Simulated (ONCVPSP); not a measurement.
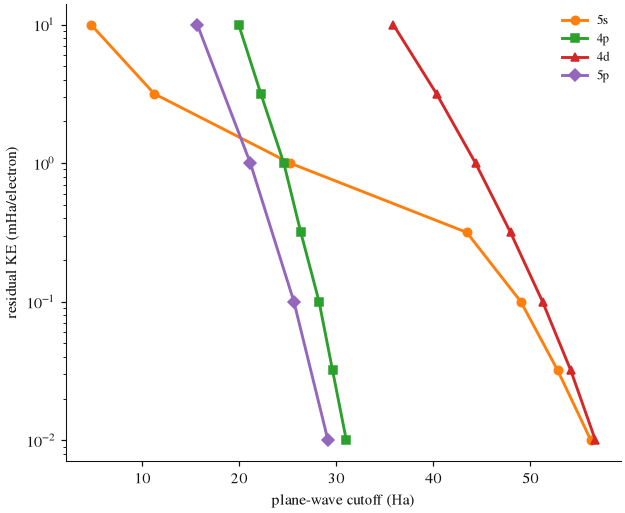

Residual kinetic energy of the pseudo-waves (the first of each channel, and further valence shells) beyond the plane-wave cutoff, as the generator prints it.

Antimony (Sb), optimised norm-conserving Vanderbilt (ONCV), made with ONCVPSP 4.0.1 (PBE, scalar-relativistic). Core [Ar] 3d10 4s2, reference 4p6 4d10 5s2 5p3. Waves: 5s: rc 1.80 bohr, ncon 4, nbas 8, qcut 2.8 1/bohr, 2 projectors, debl 3.3 Ha; 4p+5p: rc 1.55 bohr, ncon 3, nbas 7, qcut 8.1 1/bohr, 2 projectors; 4d: rc 1.40 bohr, ncon 4, nbas 9, qcut 11.3 1/bohr, 2 projectors, debl 3.2 Ha. Local part: polynomial inside 1.25 bohr (lpopt 4, dvloc0 6 Ha). Core correction: Teter function, fcfact 5.75, rcfact 1.4.

**Which cutoffs does the potential need for its occupied states?**

44 Ha for 1 mHa and 51 Ha for 0.1 mHa per electron. The first is set by 4d.

**Which wave is the hardest at 1 mHa per electron, and which settings govern it?**

4d, with rc = 1.40 bohr and qcut = 11.3 1/bohr. The optimisation minimises, but can't always remove, the kinetic energy above qcut²/2 = 63.8 Ha, and a larger rc would as a rule soften the wave at some cost in transferability.

**At which cutoff does each wave reach 1 mHa per electron?**

4d: 44 Ha; 5s: 25 Ha; 4p: 25 Ha; 5p: 21 Ha.
